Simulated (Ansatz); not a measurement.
A computed series for hypothetical CdI2 type HfO2: thickness series

The parent structure is HfO$_{2}$ in the CdI2 type structure (space group P-3m1, No. 164; a = 3.208 Å, c = 4.515 Å; a hypothetical phase, not in the database extracts checked; layered, stacked along the Cartesian z axis).

Free-standing slabs (3 atom(s) a layer) normal to the stacking axis with 15 Å of vacuum; in-plane cell relaxed.

Method: DFT with PBEsol-D3(BJ), PAW potentials and a 420 eV plane-wave cutoff in Ansatz (a program for electronic structure), no SOC.

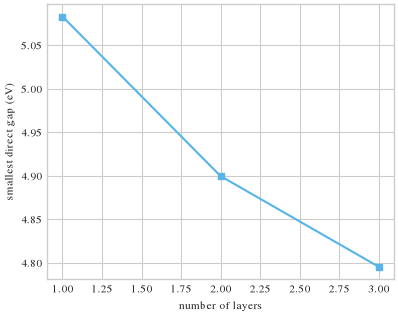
Fig. 1. Smallest direct gap against number of layers

```tsv
number of layers	smallest direct gap
1	5.08 eV
2	4.90 eV
3	4.80 eV
```

With Hf present, leaving out spin-orbit coupling can change the band edges. Whether these cells are dynamically stable was not tested.
